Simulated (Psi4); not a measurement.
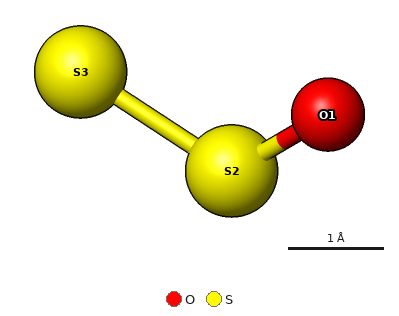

Figure 1. The structure as given in the input (ball-and-stick view, seen at a tilt; atoms are numbered from 1 in the order of the input). Bond lengths as drawn: O–S 1.45 Å and S–S 1.91 Å.

**Energy and gradient calculation, with input and output: S₂O (part 1 of 2)**

S₂O (Disulfur monoxide), computed with MP2/6-311++G(2d,2p), RHF (Psi4 1.11).

The geometry comes from this level: GFN2-xTB.

## Input file (os2.dat)
```
memory 1600 MB

molecule system {
  O
  S 1 1.448464
  S 2 1.9095 1 114.57094
}

set globals {
  basis 6-311++G(2d,2p)
  reference rhf
  mp2_type conv
  scf_type pk
  s_orthogonalization partialcholesky
}

gradient('mp2')
print_variables()
```

Machine: 1 thread of AMD EPYC (Zen 5), 176 GiB of memory available, shared host.

Launched with:
```bash
psi4 os2.dat os2.out -n 1
```

## The program's output
```
Psi4 1.11 release

gradient() will perform analytic gradient computation.

   => Loading Basis Set <=

    Name: 6-311++G(2D,2P)
    Role: ORBITAL
    Keyword: BASIS

         ---------------------------------------------------------
                                   SCF
                              RHF Reference
                        1 Threads,   1525 MiB Core
         ---------------------------------------------------------

  ==> Geometry <==

    Molecular point group: cs
    Full point group: Cs

    Geometry (in Angstrom), charge = 0, multiplicity = 1:

       Center              X                  Y                   Z               Mass
    ------------   -----------------  -----------------  -----------------  -----------------
         O           -0.694558560405     1.476210211244     0.000000000000    15.994914619570
         S           -0.694558560405     0.027746211244     0.000000000000    31.972071174400
         S            1.042030727954    -0.766261278366     0.000000000000    31.972071174400

  Running in cs symmetry.

  Rotational constants: A =      1.28116  B =      0.17140  C =      0.15118 [cm^-1]
  Rotational constants: A =  38408.07031  B =   5138.51721  C =   4532.16984 [MHz]
  Nuclear repulsion =  141.589668845993174

  Charge       = 0
  Multiplicity = 1
  Electrons    = 40
  Nalpha       = 20
  Nbeta        = 20

  ==> Algorithm <==

  SCF Algorithm Type is PK.
  DIIS enabled.
  MOM disabled.
  Fractional occupation disabled.
  Guess Type is SAD.
  Energy threshold   = 1.00e-10
  Density threshold  = 1.00e-10
  Integral threshold = 1.00e-12

  ==> Primary Basis <==

  Basis Set: 6-311++G(2D,2P)
    Blend: 6-311++G(2D,2P)
    Number of shells: 41
    Number of basis functions: 97
    Number of Cartesian functions: 103
    Spherical Harmonics?: true
    Max angular momentum: 2

  ==> Integral Setup <==

  Using in-core PK algorithm.
   Calculation information:
      Number of atoms:                   3
      Number of AO shells:              41
      Number of primitives:             72
      Number of atomic orbitals:       103
      Number of basis functions:        97

      Integral cutoff                 1.00e-12
      Number of threads:                 1

  Performing in-core PK
  Using 22595762 doubles for integral storage.
  We computed 320048 shell quartets total.
  Whereas there are 371091 unique shell quartets.

  ==> DiskJK: Disk-Based J/K Matrices <==

    J tasked:                  Yes
    K tasked:                  Yes
    wK tasked:                  No
    Memory [MiB]:             1144
    Schwarz Cutoff:          1E-12

    Proceeding with canonical orthogonalization in reduced basis.
  Minimum eigenvalue in the overlap matrix is 1.0209001750E-03.
  Reciprocal condition number of the overlap matrix is 1.7515765923E-04.

  ==> Pre-Iterations <==

  SCF Guess: Superposition of Atomic Densities via on-the-fly atomic UHF (no occupation information).

   -------------------------
    Irrep   Nso     Nmo
   -------------------------
     A'        69      69
     A"        28      28
   -------------------------
    Total      97      97
   -------------------------

  ==> Iterations <==

                        Total Energy        Delta E     RMS |[F,P]|

   @RHF iter SAD:  -869.63267615391192   -8.69633e+02   0.00000e+00
   @RHF iter   1:  -869.79587634731945   -1.63200e-01   7.09984e-03 DIIS/ADIIS
   @RHF iter   2:  -869.82906060679875   -3.31843e-02   6.03486e-03 DIIS/ADIIS
   @RHF iter   3:  -869.90305558023567   -7.39950e-02   8.57348e-04 DIIS/ADIIS
   @RHF iter   4:  -869.90485438049245   -1.79880e-03   3.18132e-04 DIIS/ADIIS
   @RHF iter   5:  -869.90522950333673   -3.75123e-04   1.06694e-04 DIIS/ADIIS
   @RHF iter   6:  -869.90531106860715   -8.15653e-05   3.74635e-05 DIIS
   @RHF iter   7:  -869.90533091645898   -1.98479e-05   1.53286e-05 DIIS
   @RHF iter   8:  -869.90533495321108   -4.03675e-06   7.47924e-06 DIIS
   @RHF iter   9:  -869.90533597813157   -1.02492e-06   3.12030e-06 DIIS
   @RHF iter  10:  -869.90533617832534   -2.00194e-07   9.39485e-07 DIIS
   @RHF iter  11:  -869.90533619544181   -1.71165e-08   1.76045e-07 DIIS
   @RHF iter  12:  -869.90533619576843   -3.26622e-10   6.01809e-08 DIIS
   @RHF iter  13:  -869.90533619580253   -3.41061e-11   1.97444e-08 DIIS
   @RHF iter  14:  -869.90533619580765   -5.11591e-12   1.26562e-08 DIIS
   @RHF iter  15:  -869.90533619580845   -7.95808e-13   2.14715e-09 DIIS
   @RHF iter  16:  -869.90533619580833    1.13687e-13   6.37173e-10 DIIS
   @RHF iter  17:  -869.90533619580913   -7.95808e-13   2.25771e-10 DIIS
   @RHF iter  18:  -869.90533619580810    1.02318e-12   1.14218e-10 DIIS
   @RHF iter  19:  -869.90533619580651    1.59162e-12   3.52850e-11 DIIS
  Energy and wave function converged.

  ==> Post-Iterations <==

    Orbital Energies [Eh]
    ---------------------

    Doubly Occupied:

       1Ap   -92.155548     2Ap   -91.999673     3Ap   -20.615708
       4Ap    -9.142074     5Ap    -9.001579     6Ap    -6.823841
       1App   -6.822664     7Ap    -6.821378     8Ap    -6.683525
       2App   -6.681238     9Ap    -6.679776    10Ap    -1.446449
      11Ap    -1.077927    12Ap    -0.822374    13Ap    -0.646203
      14Ap    -0.639697     3App   -0.615169    15Ap    -0.458376
       4App   -0.414633    16Ap    -0.405362

    Virtual:

       5App   -0.032739    17Ap     0.064285    18Ap     0.069696
       6App    0.085825    19Ap     0.091544    20Ap     0.110653
      21Ap     0.113108     7App    0.121020    22Ap     0.159127
      23Ap     0.187293    24Ap     0.208371    25Ap     0.267683
       8App    0.286116    26Ap     0.320295    27Ap     0.343415
      28Ap     0.363498     9App    0.386496    29Ap     0.414527
      30Ap     0.428154    10App    0.436960    11App    0.460894
      31Ap     0.489437    32Ap     0.531995    12App    0.540049
      33Ap     0.607149    34Ap     0.677439    13App    0.678486
      35Ap     0.811421    14App    0.852544    36Ap     0.902014
      37Ap     0.925020    38Ap     1.008131    39Ap     1.154603
      15App    1.298887    40Ap     1.309767    41Ap     1.345829
      42Ap     1.712606    16App    1.728685    43Ap     1.737365
      17App    1.853966    44Ap     1.905489    45Ap     1.955181
      18App    1.966464    19App    2.023815    46Ap     2.071622
      47Ap     2.117013    48Ap     2.220182    49Ap     2.272466
      20App    2.383349    21App    2.436388    50Ap     2.464010
      51Ap     2.482263    22App    2.488672    52Ap     2.536185
      23App    2.551285    53Ap     2.618853    54Ap     2.836088
      55Ap     3.039343    24App    5.486673    56Ap     5.511914
      57Ap     5.646307    25App    7.231399    58Ap     7.238321
      26App    7.375995    59Ap     7.416467    60Ap     7.721155
      61Ap     8.389417    62Ap     8.621908    27App   18.217122
      63Ap    18.334665    28App   18.355567    64Ap    18.379426
      65Ap    18.507634    66Ap    18.547155    67Ap    51.518916
      68Ap   192.237077    69Ap   192.439785

    Final Occupation by Irrep:
             Ap   App
    DOCC [    16,    4 ]
    NA   [    16,    4 ]
    NB   [    16,    4 ]

  @RHF Final Energy:  -869.90533619580651

   => Energetics <=

    Nuclear Repulsion Energy =            141.5896688459931738
    One-Electron Energy =               -1483.0836213972320365
    Two-Electron Energy =                 471.5886163554323502
    Total Energy =                       -869.9053361958065125

Computation Completed

Properties will be evaluated at   0.000000,   0.000000,   0.000000 [a0]

Properties computed using the SCF density matrix

 Multipole Moments:

 ------------------------------------------------------------------------------------
     Multipole            Electronic (a.u.)      Nuclear  (a.u.)        Total (a.u.)
 ------------------------------------------------------------------------------------

 L = 1.  Multiply by 2.5417464519 to convert [e a0] to [Debye]
 Dipole X            :         -0.2713374            0.0058321           -0.2655053
 Dipole Y            :         -0.6736766           -0.0123954           -0.6860721
 Dipole Z            :          0.0000000            0.0000000            0.0000000
 Magnitude           :                                                    0.7356548

 ------------------------------------------------------------------------------------

	total time  =          2 seconds =       0.03 minutes
 MINTS: Wrapper to libmints.

   Calculation information:
      Number of threads:                 1
      Number of atoms:                   3
      Number of AO shells:              41
      Number of SO shells:              41
      Number of primitives:             72
      Number of atomic orbitals:       103
      Number of basis functions:        97

      Number of irreps:                  2
      Integral cutoff                 1.00e-12
      Number of functions per irrep: [  69   28 ]

 OEINTS: Overlap, kinetic, potential, dipole, and quadrupole integrals
         stored in file 35.

      Computing two-electron integrals...done
      Computed 4621292 non-zero two-electron integrals.
        Stored in file 33.

  Module OCC Options:
  ----------------------------------------------------------------------------
  ACTIVE                        => (empty)
  BASIS_RELATIVISTIC            => (empty)
  BENCH                         => (empty)
  CACHELEVEL                    => (empty)
  CCL_ENERGY                    => (empty)
  CC_MAXITER                    => (empty)
  CC_TYPE                       => (empty)
  CEPA_OS_SCALE                 => (empty)
  CEPA_SOS_SCALE                => (empty)
  CEPA_SS_SCALE                 => (empty)
  CEPA_TYPE                     => (empty)
  CI_TYPE                       => (empty)
  CUBEPROP_BASIS_FUNCTIONS      => (empty)
  CUBEPROP_FILEPATH             => (empty)
  CUBEPROP_ISOCONTOUR_THRESHOLD => (empty)
  CUBEPROP_ORBITALS             => (empty)
  CUBEPROP_TASKS                => (empty)
  CUBIC_BASIS_TOLERANCE         => (empty)
  CUBIC_BLOCK_MAX_POINTS        => (empty)
  CUBIC_GRID_OVERAGE            => (empty)
  CUBIC_GRID_SPACING            => (empty)
  CUTOFF                        => (empty)
  DDX                           => (empty)
  DEBUG                         => (empty)
  DERTYPE                       => FIRST           !
  DF_BASIS_CC                   => (empty)
  DIE_IF_NOT_CONVERGED          => (empty)
  DIIS_MAX_VECS                 => (empty)
  DIIS_MIN_VECS                 => (empty)
  DKH_ORDER                     => (empty)
  DOCC                          => (empty)
  DO_DIIS                       => (empty)
  DO_LEVEL_SHIFT                => (empty)
  DO_SCS                        => (empty)
  DO_SOS                        => (empty)
  E3_SCALE                      => (empty)
  EA_POLES                      => (empty)
  EKT_EA                        => (empty)
  EKT_IP                        => (empty)
  EP_EA_POLES                   => (empty)
  EP_IP_POLES                   => (empty)
  EP_MAXITER                    => (empty)
  EXTERNAL_POTENTIAL_SYMMETRY   => (empty)
  E_CONVERGENCE                 => 1e-08           !
  FREEZE_CORE                   => (empty)
  FREEZE_CORE_POLICY            => (empty)
  FROZEN_DOCC                   => (empty)
```
